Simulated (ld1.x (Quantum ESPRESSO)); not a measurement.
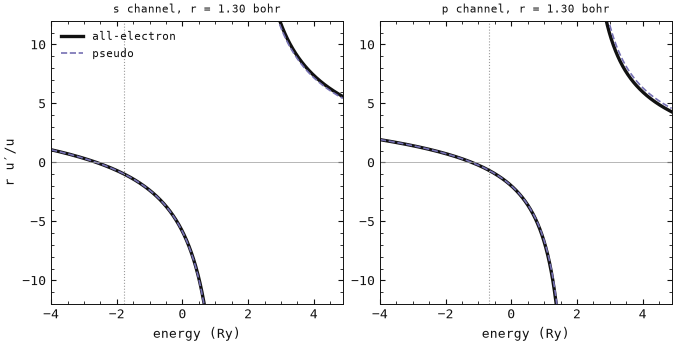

Logarithmic derivatives r u′/u at the test radius against energy, all-electron atom (solid) and pseudo-atom (dashed). Here u = r R(r). The dotted line marks the reference energy of the channel.

```
Element                 : oxygen
Generator               : ld1.x (Quantum ESPRESSO) 7.5
Type                    : norm-conserving Troullier–Martins (Kleinman–Bylander form)
Functional              : PBE
Relativity              : scalar-relativistic
Frozen core             : [He]
Valence charge          : 6
Reference configuration : 2s1.75 2p4.25
Partial waves           : 2p (bound): rc 1.20 bohr; 2s (bound): rc 0.75 bohr
Local potential         : the s channel
Core correction         : a·sin(br)/r model core inside 0.60 bohr
```

Q: At which energies does the logarithmic derivative pass through zero?

A: s: all-electron -2.6 Ry, pseudo -2.6 Ry; p: all-electron -1.2 Ry, pseudo -1.2 Ry.

Q: List the energies at which the logarithmic derivative diverges.

A: s: all-electron at 1.6 Ry, pseudo at 1.6 Ry; p: all-electron at 2.0 Ry, pseudo at 2.0 Ry.
